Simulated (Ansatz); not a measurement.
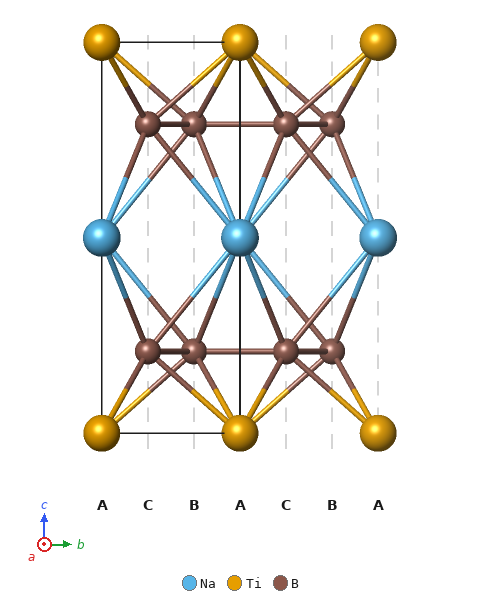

Projection along an edge of the hexagonal mesh, stacking direction c upwards. The dashed lines mark the three columns A (0, 0), B (1/3, 2/3) and C (2/3, 1/3). The sequence starts with the first layer at or above the cell's origin.

NaTiB4. Coordinates: the input geometry of an electronic-structure calculation (not necessarily at equilibrium); the starting structure was generated, so it need not be a known form of this composition.

**List the layers of one repeat.**

Ti(A) – B(B)+B(C) – Na(A) – B(B)+B(C) (four layers in 7.47 Å).
